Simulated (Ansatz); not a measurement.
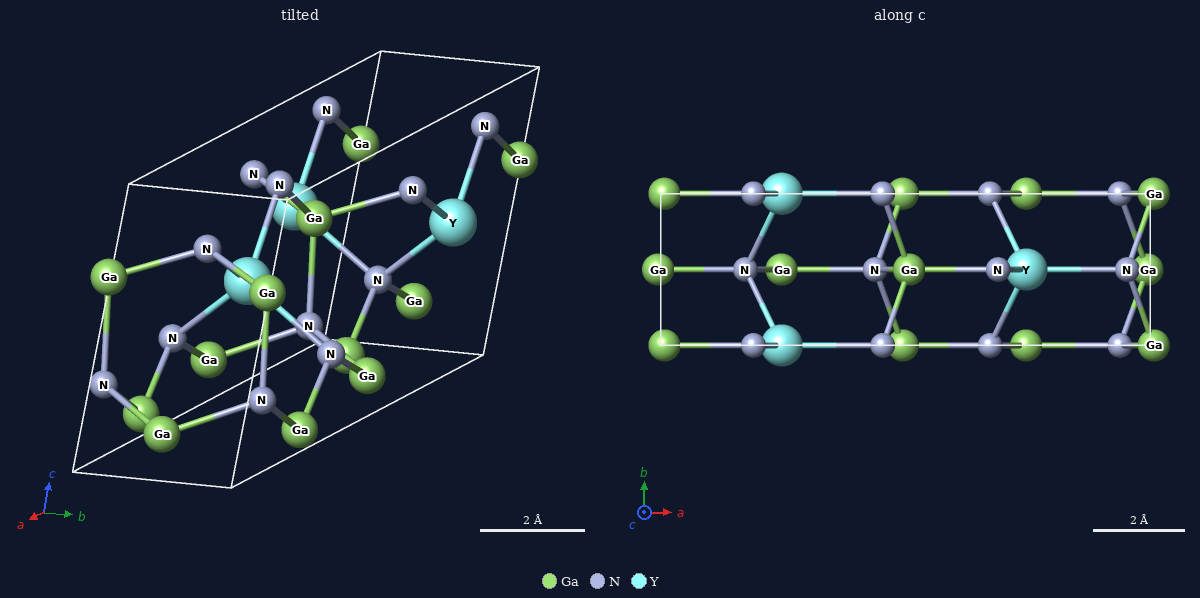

Figure: ball-and-stick view slightly off an axis and along the c axis. The wireframe shows the conventional unit cell.

YGa3N4, space group Cm (No. 8), a = 12.177 Å, b = 3.335 Å, c = 5.794 Å, α = 90.00°, β = 117.94°, γ = 90.00°. The structure was taken from a structure type filled with these elements by a generator (whether the compound takes this form wasn't checked). Earlier steps of the study may have refined or changed the cell and positions. It was run through Ansatz as a DFT input.

This one geometry was computed with Ansatz (DFT, plane waves, PAW) at five levels of theory: r2SCAN, PBE, PBE with spin-orbit coupling, PBE0 and HSE06. It was relaxed beforehand with r2SCAN.

> Which level gives the highest pressure at this volume, and what does that say about its equilibrium volume?

Highest: PBE (4.3 GPa) and PBE with spin-orbit coupling (4.3 GPa), which points to the largest equilibrium volume. Lowest, with the smallest volume: PBE0 (-0.5 GPa) and HSE06 (-0.4 GPa). Levels within 0.5 GPa of each other can't be told apart.

> How does the band gap change with the level of theory?

PBE with spin-orbit coupling: a gap of 1.34 eV, indirect; PBE: a gap of 1.34 eV, indirect; r2SCAN: a gap of 1.72 eV, indirect; HSE06: a gap of 2.51 eV, indirect; PBE0: a gap of 3.20 eV, indirect.

> Collect the results in a table.

| level | cutoff (eV) | k-mesh of the run's cell | gap (eV) | pressure (GPa) |
| --- | --- | --- | --- | --- |
| r2SCAN | 500 | 8×8×6 | 1.72 | 0.0 |
| PBE | 420 | 8×8×6 | 1.34 | 4.3 |
| PBE with spin-orbit coupling | 420 | 8×8×6 | 1.34 | 4.3 |
| PBE0 | 420 | 4×4×4 | 3.20 | -0.5 |
| HSE06 | 420 | 4×4×4 | 2.51 | -0.4 |

Gaps are taken on the k-mesh or band path of each run.
